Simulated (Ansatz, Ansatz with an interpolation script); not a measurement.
# SrTiO3 (Tausonite): what limits a Wannier interpolation of GW

How do the Wannier model and the GW settings move the interpolated bands of SrTiO3 (Tausonite)?

Main program and level: Ansatz 0.2.0; maximally localised Wannier functions, LDA, plane waves, PAW; PAW set soft_1.

### 1. The structure

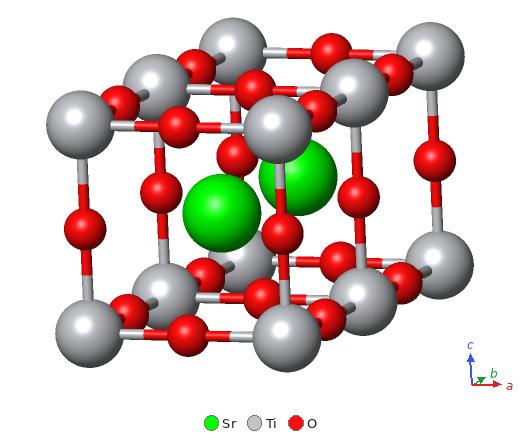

The starting structure, seen slightly off an axis (strontium green, titanium light grey, oxygen red). 1×2×1 cells are drawn. Some periodic images of atoms are drawn too.

The cell and positions come from the Crystallography Open Database and are kept as given unless a step says otherwise.

### 2. Wannier model on 8×8×8

Localised functions give a small Hamiltonian that interpolates between mesh points at no cost.

input.yaml reads:

```yaml
crystal:
  lattice:
    - [3.90528, 0.0, 0.0]
    - [0.0, 3.90528, 0.0]
    - [0.0, 0.0, 3.90528]
  atoms:
    - { symbol: Sr, position: [0.5, 0.5, 0.5] }
    - { symbol: Ti, position: [0.0, 0.0, 0.0] }
    - { symbol: O, position: [0.5, 0.0, 0.0] }
    - { symbol: O, position: [0.0, 0.5, 0.0] }
    - { symbol: O, position: [0.0, 0.0, 0.5] }
kpoints:
  mp_grid: { grid: [4, 4, 4] }
hamiltonian:
  xc: lda
  pseudopotentials: { kind: paw, azcp: { folder: soft_1 }, xc_functional: pbe }
scf:
  occupations: { method: fixed }
  n_extra_bands: 31
output:
  wannier:
    kmesh: [8, 8, 8]
    projections: [{ species: O, l: p, shell: 2 }, { species: Ti, l: d, shell: 3 }]
    minimise: true
    write_hr: true
    seedname: w
    conv_tol: 1.0e-06
    max_iter: 20000
    stability_check: false
    disentanglement:
      window: [4.7, 18.54]
      frozen_window: [4.7, 13.85]
      conv_tol: 1.0e-08
```

Launch:

```sh
> ansatz run input.yaml --threads 3 --pin off --max-ram 92160MiB --backend cuda --events-out ev --progress --plain --runs-dir out --devices 1 --max-vram 13GiB
```

Numbers of over 12 decimals in the logs are rounded to 6 here.

Output:

```text
scf.n_extra_bands = 31 over 20 filled bands (N_el = 40.0): the run solves 51 bands
GPUs: using 1 of 1 available (devices: 1).
Engine: ansatz 0.2.0, x86_64-unknown-linux-gnu
Pseudopotentials: kind: paw
Pseudopotential: Sr, paw, valence charge 10, recommended cutoff 420 eV (normal), soft_1/Sr.paw.azcp
Pseudopotential: Ti, paw, valence charge 12, recommended cutoff 420 eV (normal), soft_1/Ti.paw.azcp
Pseudopotential: O, paw, valence charge 6, recommended cutoff 420 eV (normal), soft_1/O.paw.azcp
Functional definition: SPW92
  exchange = slater_x
  correlation = pw_c
device memory: the entry about to start is reckoned to put 1.3 GiB on a device that reports 64.2 GiB free (of which the cap on the GPU budget leaves the run 13.0 GiB)
GPU FFT provider: cuFFT
GPU libraries: cuBLAS 13.8.2, cuFFT 12.4.0, cuSOLVER 12.3.4
Crystal: 5 atoms, lattice volume = 59.560 Å³
Basis set: ecut = 420 eV, 1189 PW (Γ)
Bands: 51, of which v1, the nominal top of the filled ones, is band 20 counted from 1 (19 counted from 0)
Symmetry: 48 space group operations
Space group: Pm-3m (ITA 221), of the structure as read, at distance tolerance 3.9e-5 Å
k-points: 10 of 64
Non-local potential: Sr, projectors of the file, l = 0: 3, l = 1: 2, l = 2: 2
Non-local potential: Ti, projectors of the file, l = 0: 3, l = 1: 2, l = 2: 3, l = 3: 1
Non-local potential: O, projectors of the file, l = 0: 2, l = 1: 2, l = 2: 1
PAW form: soft (Blöchl's): semilocal exchange-correlation on the pseudo side does not see the compensation charge
PAW frozen core: Sr, regenerated for the run's functional, and the local potential with it (the file was generated under x = pbe(κ = 0.804, μ = 0.219515), c = pbe(β = 0.066725))
PAW frozen core: Ti, regenerated for the run's functional, and the local potential with it (the file was generated under x = pbe(κ = 0.804, μ = 0.219515), c = pbe(β = 0.066725))
PAW frozen core: O, regenerated for the run's functional, and the local potential with it (the file was generated under x = pbe(κ = 0.804, μ = 0.219515), c = pbe(β = 0.066725))
PAW one-centre angular grid: Sr, 110 points (default); XC on 64 Gauss nodes
PAW one-centre angular grid: Ti, 590 points (default); XC on 64 Gauss nodes
PAW one-centre angular grid: O, 110 points (default); XC on 64 Gauss nodes
Initial density: superposition of atomic densities (chi_scale 0.1, normalization cell, long waves kept (reshape's long-wave potential 0.00 eV rms))
Initial wavefunctions: pseudopotential atomic-orbital guess
GPU buffer pool allocated for 19683 grid points (all kernels)
GPU transforms: local potential and band sums: pruned to the plane-wave sphere, on 25×27×27
Functional: x = slater, c = lda
[...]
SCF iter   3: F=—  HF=-7569.380998 eV  |F-HF|=—  |Δ(HF+E_count)|=   2.12e-2  Δρ=6.62e-3  dr2=1.84e-2  ethr=5.96e-4  ⟨swp⟩=2.0  Hψ=469  notcnv=0  defer=284
SCF iter   4: F=—  HF=-7569.385145 eV  |F-HF|=—  |Δ(HF+E_count)|=   4.15e-3  Δρ=5.41e-3  dr2=1.64e-2  ethr=4.59e-5  ⟨swp⟩=2.3  Hψ=461  notcnv=0  defer=283
SCF iter   5: F=—  HF=-7569.382648 eV  |F-HF|=—  |Δ(HF+E_count)|=   2.50e-3  Δρ=2.05e-3  dr2=2.27e-3  ethr=4.11e-5  ⟨swp⟩=2.0  Hψ=376  notcnv=0  defer=284
SCF iter   6: F=—  HF=-7569.382361 eV  |F-HF|=—  |Δ(HF+E_count)|=   2.87e-4  Δρ=4.16e-4  dr2=9.46e-5  ethr=5.67e-6  ⟨swp⟩=2.2  Hψ=371  notcnv=0  defer=285
SCF iter   7: F=—  HF=-7569.382439 eV  |F-HF|=—  |Δ(HF+E_count)|=   7.76e-5  Δρ=5.30e-5  dr2=1.20e-6  ethr=2.37e-7  ⟨swp⟩=1.0  Hψ=510  notcnv=0  defer=256
SCF iter   8: F=-7569.382439 eV  HF=-7569.382439 eV  |F-HF|=4.37e-9  |Δ(HF+E_count)|=   1.97e-7  Δρ=7.48e-6  dr2=1.68e-8  ethr=2.50e-10  ⟨swp⟩=12.7  Hψ=4046  notcnv=0
SCF 1 converged in 8 iterations: F = -7569.382439 eV  dr2 = 1.68e-8
[...]
device memory: the entry about to start is reckoned to put 1.6 GiB on a device that reports 66.5 GiB free (of which the cap on the GPU budget leaves the run 13.0 GiB)
NSCF: frozen V_eff on 10 k-points
[...]
device memory: the entry about to start is reckoned to put 1.8 GiB on a device that reports 66.4 GiB free (of which the cap on the GPU budget leaves the run 13.0 GiB)
NSCF: frozen V_eff on 38 k-points, pencils in batches of 32, up to order 204
the Wannier pass solved 38 of the 512 points of its mesh, and has the states at the others by symmetry: states obtained by the crystal's operations at points that were solved too leave a residual of 2.82e-13 eV (read by the count's bands and the next), within 5.56e-6 eV
SCF converged after 8 iterations
Free energy (F): -7569.382439 eV
Harris-Foulkes:  -7569.382439 eV  (|F-HF|=4.37e-9)
Internal energy: -7569.382439 eV  (E = F + TS)
E sigma→0 (E₀):  -7569.382439 eV
Fermi energy:    9.579948 eV
--- Per-component energies (eV) ---
  E_band       = -215.887065
  E_kinetic    = 1016.447976
  E_local      = -2461.072075  (includes V_loc(G=0)·N_el)
  E_nonlocal   = 461.037539
  E_hartree    = 846.071440
  E_xc         = -502.946790
  E_vxc        = -576.157610  (∫ρ·V_xc dr)
  E_paw        = -4038.738737  (= ΣΔE_a)
  E_vpaw       = -348.289091  (= ΣTr[D̂ρ^β])
  E_aug_tail   = 0.002299  (compensation charges beyond the density's cutoff)
  E_ewald      = -2891.094941
  E_core_change = 0.910850  (= ΣΔE_core)
  E_smearing   = -0.000000  (= −TS)
  E_closure    = -0.000000  (closes the sum)
  Σ components = -7569.382439   (vs F -7569.382439, Δ=0.00e0)
--- Band table (eV; the first three rows and the last of 10) ---
  k-point 0: bands = [... 16 lower, 8.3941, 9.2372, 9.2372, 9.2372, 11.3485, 11.3485, 11.3485, 13.9332, ... 27 higher]
  k-point 1: bands = [... 16 lower, 7.8963, 7.9380, 8.9896, 8.9896, 11.4323, 12.4424, 12.4424, 13.9468, ... 27 higher]
  k-point 2: bands = [... 16 lower, 7.1847, 7.5548, 8.8542, 8.8542, 11.5204, 13.3280, 13.3280, 13.9533, ... 27 higher]
  k-point 9: bands = [... 16 lower, 5.8078, 9.5799, 9.5799, 9.5799, 14.0152, 14.0152, 14.0152, 16.4684, ... 27 higher]
Wannier search: line search 1 of at most 20000: gauge-dependent spread (as the search counts it) 0.3520823 Å², largest recent change 5.0e-2 Å² against conv_tol 1.0e-6 Å², 0 stops escaped
```

It took 14 s on 1 × NVIDIA H100 80GB HBM3 (shared by 6 runs) with 3 threads of AMD EPYC 7R13 (Zen 3), shared host; peak memory 1.1 GiB; 8.2 s of CPU time.

The column dr2 measures how far the density is from self-consistency, as an energy; F and HF (Harris–Foulkes) agree once it is small.

Numbers from this step:

- gauge-invariant spread: 12.52 Å²
- diagonal spread: 7.39e-23 Å²
- off-diagonal spread: 0.2248 Å²
- total spread: 12.74 Å²
- least projectability: 0.6355
- localisation steps: 38
- disentanglement steps: 126
- r.m.s. interpolation error: 1.10e-4 eV
- r.m.s. error near the gap: 1.13e-4 eV

Near the gap the model misses directly solved bands by 0.1 meV r.m.s. and by 1 meV at most in the window tested. This tests the starting bands, not the corrections carried with them.

### 3. Wannier model on 4×4×4

input.yaml: that of step 2 with these lines changed.

```diff
@@ -21,3 +21,3 @@
   wannier:
-    kmesh: [8, 8, 8]
+    kmesh: [4, 4, 4]
     projections: [{ species: O, l: p, shell: 2 }, { species: Ti, l: d, shell: 3 }]
```

Output:

```text
[...]
GPUs: using 1 of 1 available (devices: 1).
[...]
GPU FFT provider: cuFFT
GPU libraries: cuBLAS 13.8.2, cuFFT 12.4.0, cuSOLVER 12.3.4
Crystal: 5 atoms, lattice volume = 59.560 Å³
Basis set: ecut = 420 eV, 1189 PW (Γ)
Bands: 51, of which v1, the nominal top of the filled ones, is band 20 counted from 1 (19 counted from 0)
Symmetry: 48 space group operations
[...]
k-points: 10 of 64
[...]
GPU buffer pool allocated for 19683 grid points (all kernels)
[...]
SCF iter   1: F=—  HF=-7569.708273 eV  |F-HF|=—  |Δ(HF+E_count)|=         —  Δρ=5.22e-2  dr2=1.39e0  ethr=3.10e-3  ⟨swp⟩=4.0  Hψ=1846  notcnv=0  defer=276
[...]
SCF iter   8: F=-7569.382439 eV  HF=-7569.382439 eV  |F-HF|=4.37e-9  |Δ(HF+E_count)|=   1.97e-7  Δρ=7.48e-6  dr2=1.68e-8  ethr=2.50e-10  ⟨swp⟩=12.7  Hψ=4046  notcnv=0
SCF 1 converged in 8 iterations: F = -7569.382439 eV  dr2 = 1.68e-8
[...]
NSCF: frozen V_eff on 10 k-points
[...]
SCF converged after 8 iterations
Free energy (F): -7569.382439 eV
[...]
Internal energy: -7569.382439 eV  (E = F + TS)
E sigma→0 (E₀):  -7569.382439 eV
Fermi energy:    9.579948 eV
[...]
--- Band table (eV; the first three rows and the last of 10) ---
  k-point 0: bands = [... 16 lower, 8.3941, 9.2372, 9.2372, 9.2372, 11.3485, 11.3485, 11.3485, 13.9332, ... 27 higher]
  k-point 1: bands = [... 16 lower, 7.8963, 7.9380, 8.9896, 8.9896, 11.4323, 12.4424, 12.4424, 13.9468, ... 27 higher]
  k-point 2: bands = [... 16 lower, 7.1847, 7.5548, 8.8542, 8.8542, 11.5204, 13.3280, 13.3280, 13.9533, ... 27 higher]
  k-point 9: bands = [... 16 lower, 5.8078, 9.5799, 9.5799, 9.5799, 14.0152, 14.0152, 14.0152, 16.4684, ... 27 higher]
[...]
```

The job ended after 12 s (1 × NVIDIA H100 80GB HBM3 (shared by 6 runs) with 3 threads; peak memory 0.95 GiB).

This step gave:

* gauge-invariant spread: 11.87 Å²
* diagonal spread: 1.72e-21 Å²
* off-diagonal spread: 0.2278 Å²
* total spread: 12.09 Å²
* least projectability: 0.6359
* localisation steps: 15
* disentanglement steps: 39
* r.m.s. interpolation error: 0.002187 eV
* r.m.s. error near the gap: 0.002545 eV

Near the gap the model misses directly solved bands by 2.5 meV r.m.s. and by 16 meV at most in the window tested. This tests the starting bands, not the corrections carried with them.

Frozen up to 4.27 eV; above it the model need not follow the bands. Electronic bands along the path, in eV, zero at the valence-band top; v1 is the highest filled band, c1 the lowest empty one:

```tsv
point	v4	v3	v2	v1	c1	c2	c3	c4
Γ	-1.19	-0.34	-0.34	-0.34	1.77	1.77	1.77	4.37
X	-2.40	-2.03	-0.73	-0.73	1.94	3.75	3.75	4.37
M	-1.73	-1.58	-1.58	-0.09	3.76	3.76	4.20	5.40
Γ	-1.19	-0.34	-0.34	-0.34	1.77	1.77	1.77	4.37
R	-3.77	0.00	0.00	0.00	4.44	4.44	4.44	8.40
X	-2.40	-2.03	-0.73	-0.73	1.94	3.75	3.75	4.37
jump to R	-3.77	0.00	0.00	0.00	4.44	4.44	4.44	8.40
M	-1.73	-1.58	-1.58	-0.09	3.76	3.76	4.20	5.40
```

The same for Kohn-Sham, solved directly:

```tsv
point	v4	v3	v2	v1	c1	c2	c3	c4
Γ	-1.19	-0.34	-0.34	-0.34	1.77	1.77	1.77	4.35
X	-2.40	-2.03	-0.73	-0.73	1.94	3.75	3.75	4.37
M	-1.73	-1.58	-1.58	-0.09	3.76	3.76	4.20	5.34
Γ	-1.19	-0.34	-0.34	-0.34	1.77	1.77	1.77	4.35
R	-3.77	0.00	0.00	0.00	4.44	4.44	4.44	6.89
X	-2.40	-2.03	-0.73	-0.73	1.94	3.75	3.75	4.37
R	-3.77	0.00	0.00	0.00	4.44	4.44	4.44	6.89
M	-1.73	-1.58	-1.58	-0.09	3.76	3.76	4.20	5.34
```

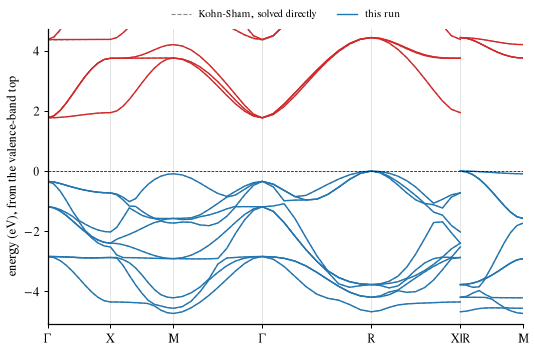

Electronic bands along the path; lines of filled and empty bands in two colours; dashed: Kohn-Sham, solved directly.

### 4. A faulty Wannier input

input.yaml: that of step 3 with these lines changed.

```diff
@@ -30,4 +30,4 @@
     disentanglement:
-      window: [4.7, 18.54]
-      frozen_window: [4.7, 13.85]
+      window: [-4.88, 8.96]
+      frozen_window: [-4.88, 4.27]
       conv_tol: 1.0e-08
```

Output:

```text
scf.n_extra_bands = 31 over 20 filled bands (N_el = 40.0): the run solves 51 bands
GPUs: using 1 of 1 available (devices: 1).
Engine: ansatz 0.2.0, x86_64-unknown-linux-gnu
Pseudopotentials: kind: paw
Pseudopotential: Sr, paw, valence charge 10, recommended cutoff 420 eV (normal), soft_1/Sr.paw.azcp
Pseudopotential: Ti, paw, valence charge 12, recommended cutoff 420 eV (normal), soft_1/Ti.paw.azcp
Pseudopotential: O, paw, valence charge 6, recommended cutoff 420 eV (normal), soft_1/O.paw.azcp
Functional definition: SPW92
  exchange = slater_x
  correlation = pw_c
device memory: the entry about to start is reckoned to put 1.3 GiB on a device that reports 62.5 GiB free (of which the cap on the GPU budget leaves the run 13.0 GiB)
GPU FFT provider: cuFFT
GPU libraries: cuBLAS 13.8.2, cuFFT 12.4.0, cuSOLVER 12.3.4
Crystal: 5 atoms, lattice volume = 59.560 Å³
Basis set: ecut = 420 eV, 1189 PW (Γ)
Bands: 51, of which v1, the nominal top of the filled ones, is band 20 counted from 1 (19 counted from 0)
Symmetry: 48 space group operations
Space group: Pm-3m (ITA 221), of the structure as read, at distance tolerance 3.9e-5 Å
k-points: 10 of 64
Non-local potential: Sr, projectors of the file, l = 0: 3, l = 1: 2, l = 2: 2
Non-local potential: Ti, projectors of the file, l = 0: 3, l = 1: 2, l = 2: 3, l = 3: 1
Non-local potential: O, projectors of the file, l = 0: 2, l = 1: 2, l = 2: 1
PAW form: soft (Blöchl's): semilocal exchange-correlation on the pseudo side does not see the compensation charge
[...]
NSCF: frozen V_eff on 10 k-points
[...]
device memory: the entry about to start is reckoned to put 1.1 GiB on a device that reports 63.6 GiB free (of which the cap on the GPU budget leaves the run 13.0 GiB)
NSCF: frozen V_eff on 13 k-points
the Wannier pass solved 13 of the 64 points of its mesh, and has the states at the others by symmetry: states obtained by the crystal's operations at points that were solved too leave a residual of 2.49e-13 eV (read by the count's bands and the next), within 4.17e-6 eV
SCF converged after 8 iterations
Free energy (F): -7569.382439 eV
Harris-Foulkes:  -7569.382439 eV  (|F-HF|=4.37e-9)
Internal energy: -7569.382439 eV  (E = F + TS)
E sigma→0 (E₀):  -7569.382439 eV
Fermi energy:    9.579948 eV
--- Per-component energies (eV) ---
  E_band       = -215.887065
  E_kinetic    = 1016.447976
  E_local      = -2461.072075  (includes V_loc(G=0)·N_el)
  E_nonlocal   = 461.037539
  E_hartree    = 846.071440
  E_xc         = -502.946790
  E_vxc        = -576.157610  (∫ρ·V_xc dr)
  E_paw        = -4038.738737  (= ΣΔE_a)
  E_vpaw       = -348.289091  (= ΣTr[D̂ρ^β])
  E_aug_tail   = 0.002299  (compensation charges beyond the density's cutoff)
  E_ewald      = -2891.094941
  E_core_change = 0.910850  (= ΣΔE_core)
  E_smearing   = -0.000000  (= −TS)
  E_closure    = -0.000000  (closes the sum)
  Σ components = -7569.382439   (vs F -7569.382439, Δ=0.00e0)
--- Band table (eV; the first three rows and the last of 10) ---
  k-point 0: bands = [... 16 lower, 8.3941, 9.2372, 9.2372, 9.2372, 11.3485, 11.3485, 11.3485, 13.9332, ... 27 higher]
  k-point 1: bands = [... 16 lower, 7.8963, 7.9380, 8.9896, 8.9896, 11.4323, 12.4424, 12.4424, 13.9468, ... 27 higher]
  k-point 2: bands = [... 16 lower, 7.1847, 7.5548, 8.8542, 8.8542, 11.5204, 13.3280, 13.3280, 13.9533, ... 27 higher]
  k-point 9: bands = [... 16 lower, 5.8078, 9.5799, 9.5799, 9.5799, 14.0152, 14.0152, 14.0152, 16.4684, ... 27 higher]
```

The job ended after 8 s (1 × NVIDIA H100 80GB HBM3 (shared by 6 runs) with 3 threads; peak memory 0.91 GiB).

The self-consistent loop converged; the step after it was not made. The program's words: output.wannier: at mesh point 0 (counted from 0) output.wannier.disentanglement.window holds 6 states for 14 functions, beside 0 of inner shells that are left out. Raise the window's top, and output.wannier.disentanglement.top_band where it is typed. No Wannier file is written

The fault put into this input: windows typed from the Fermi level.

### 5. G0W0: 4×4×4 mesh, 273 empty bands, screening to 160 eV, PAW set soft_1 files

G0W0 replaces the xc potential by the self-energy, built once from these orbitals. Only a window of levels is corrected, while the sums run over the empty bands that the input names.

This step: G0W0 on LDA, plane waves, PAW; PAW set soft_1.

input.yaml, the sections that differ from step 4:

```yaml
scf:
  occupations: { method: fixed }
gw:
  n_empty_bands: 273
  ecut_chi: 160.0
  qp_bands: [v9, c3]
  screening: { model: contour_deformation }
# crystal, kpoints, hamiltonian: as in step 4
# output: removed
```

Output:

```text
GPUs: using 1 of 1 available (devices: 1).
[...]
GPU FFT provider: cuFFT
GPU libraries: cuBLAS 13.8.2, cuFFT 12.4.0, cuSOLVER 12.3.4
Crystal: 5 atoms, lattice volume = 59.560 Å³
Basis set: ecut = 420 eV, 1189 PW (Γ)
Bands: 25, of which v1, the nominal top of the filled ones, is band 20 counted from 1 (19 counted from 0)
Symmetry: 48 space group operations
[...]
k-points: 10 of 64
[...]
8    13      5.3262   -23.0623     5.1821   -17.7125  0.5971     5.1671     5.1585  root ?
[...]
9    20      9.5799   -25.9812     4.5596   -21.1263  0.7146     9.2828     9.2846  root
     9    21     14.0150   -14.4932    -8.2238   -24.0804  0.6648    15.4602    15.3784  root
     9    22     14.0150   -14.4932    -8.2238   -24.0804  0.6648    15.4602    15.3784  root
     9    23     14.0150   -14.4932    -8.2238   -24.0804  0.6648    15.4602    15.3784  root
[key lines of the parts left out:]
SCF converged after 8 iterations
Free energy (F): -7569.382439 eV
Fermi energy:    9.579908 eV
```

The job ended after 13 s (1 × NVIDIA H100 80GB HBM3 (shared by 6 runs) with 3 threads; peak memory 1.2 GiB; 10 s of CPU time).

The G0W0 gap on the mesh is 3.464 eV.

### 6. G0W0: 2×2×2 mesh, 273 empty bands, screening to 160 eV, PAW set soft_1 files

input.yaml: that of step 5 with these lines changed.

```diff
@@ -12,3 +12,3 @@
 kpoints:
-  mp_grid: { grid: [4, 4, 4] }
+  mp_grid: { grid: [2, 2, 2] }
 hamiltonian:
```

Output:

```text
GPUs: using 1 of 1 available (devices: 1).
[...]
concurrent solve slots: 2 of 3 are kept, ahead of what memory takes: no pass of the eigensolver takes more rounds on 2
[...]
GPU FFT provider: cuFFT
GPU libraries: cuBLAS 13.8.2, cuFFT 12.4.0, cuSOLVER 12.3.4
Crystal: 5 atoms, lattice volume = 59.560 Å³
Basis set: ecut = 420 eV, 1189 PW (Γ)
[...]
0    19      9.3432   -26.8026     4.9577   -21.6460  0.7028     9.1433     9.1444  root
[...]
3    20      9.6894   -26.0590     4.8215   -21.1057  0.6984     9.5571     9.5575  root
     3    21     13.7615   -14.6174    -8.3087   -24.1084  0.6490    15.0227    14.9438  root
     3    22     13.7615   -14.6174    -8.3087   -24.1084  0.6490    15.0227    14.9438  root
     3    23     13.7615   -14.6174    -8.3087   -24.1084  0.6490    15.0227    14.9438  root
[key lines of the parts left out:]
SCF converged after 8 iterations
Free energy (F): -7568.620509 eV
Fermi energy:    9.689367 eV
```

The job ended after 5.9 s (1 × NVIDIA H100 80GB HBM3 (shared by 6 runs) with 3 threads; peak memory 1.1 GiB; 4.6 s of CPU time).

The G0W0 gap on the mesh is 2.767 eV.

(Continued in part 2 of 2.)

[Paths, hosts, dates, memory and timing lines, banners, echoed tables and standing remarks are left out of the program output.]

[Logs are printed without paths, hosts, clocks, repeated set-up lines and the standing remarks that a program may print on its own settings, such as how far it seeks lower states.]

[Runs of the session that timed out or met a known fault of the program may be left out.]

[Hosts, paths, dates, database ids (printed as entryN), source tags and the programs' standing remarks are cut or masked in the printed files.]
